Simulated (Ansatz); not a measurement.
**triplet [PH4]+ at 3 levels**

Aim: a comparison of 3 runs (U-r2SCAN0/3-21G, UPBE0/6-31G, FCI/6-31G) of triplet [PH4]+. 

Program for the calculation: Ansatz 0.2.0.

### 1 The system as given

[PH4]+ has 5 atoms, charge +1, and is taken as a triplet. SMILES of the parent species: `[PH4+]`. The coordinates come from a GFN2-xTB relaxation. That shape belongs to the parent species and isn't relaxed for this state.

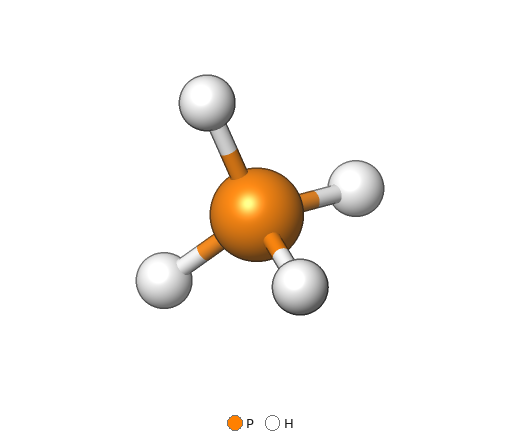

The structure, seen from a chosen angle (phosphorus orange, hydrogen white).

### 2 The energy at U-r2SCAN0/3-21G (run 1)

run.yaml

```yaml
basis:
  gaussian:
    orbitals: 3-21G.json
crystal:
  periodic: [false, false, false]
  atoms:
    - {symbol: P, position_ang: [-0.000020, -0.000000, 0.000050]}
    - {symbol: H, position_ang: [1.357460, -0.061330, 0.210450]}
    - {symbol: H, position_ang: [-0.617320, -1.016050, 0.691010]}
    - {symbol: H, position_ang: [-0.261860, -0.133750, -1.343340]}
    - {symbol: H, position_ang: [-0.478250, 1.211140, 0.441830]}
total_charge: 1
magnetization:
  spin_polarized: true
  initial_magnetization: 2
hamiltonian:
  xc: {name: r2SCAN0}
accuracy: high
```

The basis set 3-21G is read from a file made from the Basis Set Exchange's data (not shown).

On the command line:

```
$ ansatz run run.yaml --threads 1 --pin off --max-ram 2610MiB --events-out events.jsonl --progress --plain --runs-dir runs
```

The program printed:

```text
Warning: RAYON_NUM_THREADS=1 ignored (pool sized by the plan → 1); use --threads N
Functional definition: r2SCAN0
  name "r2SCAN0"
  parameter a = 0.25
  parameter k0 = 0.174
  parameter k1 = 0.065
  parameter a1 = 4.9479
  exchange = (1 - a)*r2scan_x(k0 = k0, k1 = k1, a1 = a1) + a*exact_x
  correlation = r2scan_c
423 factors; integrals over basis functions are off by at most 4.4e-9 eV
mean field evaluation 1: about -9283.6519 eV, gradient 7.7e0 eV
mean field evaluation 2: about -9284.2622 eV, gradient 4.1e0 eV
mean field evaluation 4: about -9284.6025 eV, gradient 1.1e0 eV
mean field evaluation 8: about -9284.9785 eV, gradient 4.1e-1 eV
mean field evaluation 16: about -9284.9763 eV, gradient 1.3e-3 eV
mean field evaluation 32: about -9284.5333 eV, gradient 2.1e0 eV
mean field -9284.97627387 eV, -341.2165844819 hartree, gradient 9.4e-8 eV, S^2 2.001622; 2 other end points of the search recorded, 0 dependent functions left out
reference -9284.97627461 eV, -341.2165845089 hartree; 10, 8 occupied and 11, 13 virtual orbitals, 423 factors
Total energy: -9284.97627461 eV, -341.2165845089 hartree
```

Wall time 3.3 s (1 thread of AMD EPYC 7R43 (Zen 3), shared host); peak memory 0.2 GiB.

### 3 A single-point energy at UPBE0/6-31G (run 2)

molecule.yaml

```yaml
crystal:
  periodic: [false, false, false]
  atoms:
    - {symbol: P, position_ang: [-0.000020, -0.000000, 0.000050]}
    - {symbol: H, position_ang: [1.357460, -0.061330, 0.210450]}
    - {symbol: H, position_ang: [-0.617320, -1.016050, 0.691010]}
    - {symbol: H, position_ang: [-0.261860, -0.133750, -1.343340]}
    - {symbol: H, position_ang: [-0.478250, 1.211140, 0.441830]}
basis:
  gaussian:
    orbitals: 6-31G
hamiltonian:
  xc: pbe0
magnetization:
  spin_polarized: true
  initial_magnetization: 2
accuracy: high
total_charge: 1
```

On the command line:

```
$ ansatz run molecule.yaml --threads 1 --pin off --max-ram 2610MiB --events-out events.jsonl --progress --plain --runs-dir runs
```

The program printed:

```text
Warning: RAYON_NUM_THREADS=1 ignored (pool sized by the plan → 1); use --threads N
Functional definition: PBE0
  name "PBE0"
  parameter a = 0.25
  parameter kappa = 0.804
  parameter beta = 0.06672455060314922
  exchange = (1 - a)*pbe_x(kappa = kappa, mu = beta*pi^2/3) + a*exact_x
  correlation = pbe_c(beta = beta)
478 factors; integrals over basis functions are off by at most 3.8e-9 eV
mean field evaluation 1: about -9327.6195 eV, gradient 8.0e0 eV
mean field evaluation 2: about -9328.2635 eV, gradient 4.8e0 eV
mean field evaluation 4: about -9328.5971 eV, gradient 1.1e0 eV
mean field evaluation 8: about -9329.0573 eV, gradient 8.3e-1 eV
mean field evaluation 16: about -9329.2098 eV, gradient 1.9e-2 eV
mean field evaluation 32: about -9329.2098 eV, gradient 2.2e-6 eV
mean field -9329.20977609 eV, -342.8421357059 hartree, gradient 7.4e-8 eV, S^2 2.001209; 2 other end points of the search recorded, 0 dependent functions left out
reference -9329.20977831 eV, -342.8421357873 hartree; 10, 8 occupied and 11, 13 virtual orbitals, 478 factors
Total energy: -9329.20977831 eV, -342.8421357873 hartree
```

Wall time 2.3 s (1 thread of AMD EPYC 7R43 (Zen 3), shared host); peak memory 0.13 GiB.

### 4 A single-point energy at FCI/6-31G (run 3)

run.yaml: that of step 2 with these lines changed.

```diff
@@ -2,3 +2,3 @@
   gaussian:
-    orbitals: 3-21G.json
+    orbitals: 6-31G
 crystal:
@@ -11,3 +11,2 @@
     - {symbol: H, position_ang: [-0.478250, 1.211140, 0.441830]}
-total_charge: 1
 magnetization:
@@ -15,4 +14,6 @@
   initial_magnetization: 2
-hamiltonian:
-  xc: {name: r2SCAN0}
+total_charge: 1
+correlation:
+  method: fci
+  frozen_orbitals: {H: 0, P: 5}
 accuracy: high
```

On the command line:

```
$ ansatz run run.yaml --threads 1 --pin off --max-ram 2610MiB --events-out events.jsonl --progress --plain --runs-dir runs
```

The program printed, shortened:

```text
Warning: RAYON_NUM_THREADS=1 ignored (pool sized by the plan → 1); use --threads N
Functional definition: HF
  name "HF"
[...]
478 factors; integrals over basis functions are off by at most 3.8e-9 eV
[...]
mean field -9314.61365165 eV, -342.3057380261 hartree, gradient 8.5e-8 eV, S^2 2.005707; 6 other end points of the search recorded, 0 dependent functions left out
determinant -9314.61365165 eV, -342.3057380261 hartree, with singles and doubles -9316.70887099 eV, -342.3827359170 hartree
determinant -9314.61131437 eV, -342.3056521328 hartree, with singles and doubles -9316.70670522 eV, -342.3826563262 hartree
determinant -9314.61365165 eV, -342.3057380261 hartree, with singles and doubles -9316.77146239 eV, -342.3850361082 hartree
determinant -9314.61131437 eV, -342.3056521328 hartree, with singles and doubles -9316.76966723 eV, -342.3849701373 hartree
5 core orbitals not correlated: weight in the atoms' cores, before any rotation towards them, 1.000 or more for the frozen orbitals, at most 0.000 for the correlated occupied ones
reference -9314.57345123 eV, -342.3042606881 hartree; 5, 3 occupied and 11, 13 virtual orbitals, 478 factors
state -9317.06792358 eV, -342.3959308562 hartree
Total energy: -9317.06792358 eV, -342.3959308562 hartree
```

Run time: 26 s. Hardware: 1 thread of AMD EPYC 7R43 (Zen 3), shared host; peak memory 0.42 GiB.

### 5 Overview of the runs

```
run            level  frozen core orbitals  energy (Eh)   ⟨S²⟩  wall time
  1  U-r2SCAN0/3-21G                     –  -341.216585  2.002      3.3 s
  2      UPBE0/6-31G                     –  -342.842136  2.001      2.3 s
  3        FCI/6-31G                     5  -342.395931      –       26 s
```

### 6 Summary of results

| quantity | value |
| --- | --- |
| run 3: total energy | -342.39593 Eh |
| run 3: correlation energy (5 core orbitals frozen) | -91.7 mEh |

Totals of different functionals can't be ranked against each other. All runs together took 32 s, the longest 26 s.
